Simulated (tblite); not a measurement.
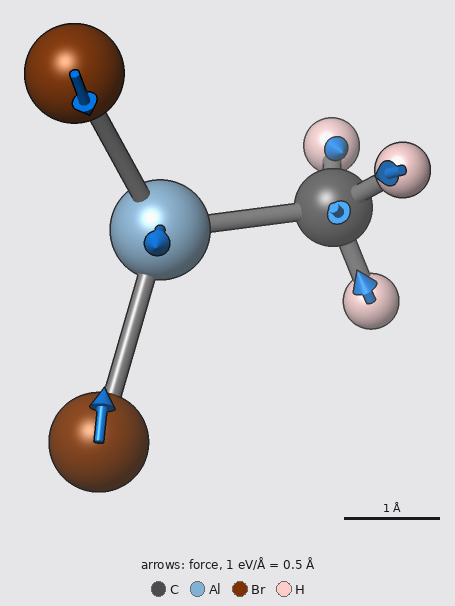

Starting geometry of CH₃AlBr₂ with the computed forces as blue arrows. Style: ball-and-stick. Shown at a tilt.

Computed with tblite 0.8.0, GFN2-xTB geometry optimisation, gas phase. 

Q: What follows when this structure is relaxed?

A: It isn't relaxed: the largest force vector, on the Al atom, is 1.78 eV/Å. The final displacements follow the starting forces only in part (cosine between the two patterns 0.63). The atom that moves furthest after the best rigid fit is the Al atom (0.32 Å). By element the largest moves are Al 0.32 Å, Br 0.18 Å, H 0.15 Å, C 0.03 Å. Among the contacts that change: Al–Br 2.388 → 2.261 Å, C–H 1.126 → 1.095 Å, Al–C 1.993 → 1.974 Å. Bond angles that change, for instance: C–Al–Br 116.0° → 121.8°, H–C–H 110.6° → 105.9°, H–C–H 104.6° → 107.2°. After 34 geometry steps the energy has fallen by 39.2 kJ/mol. The run took 0.14 s on 1 thread of Arm Neoverse V2 (shared host).
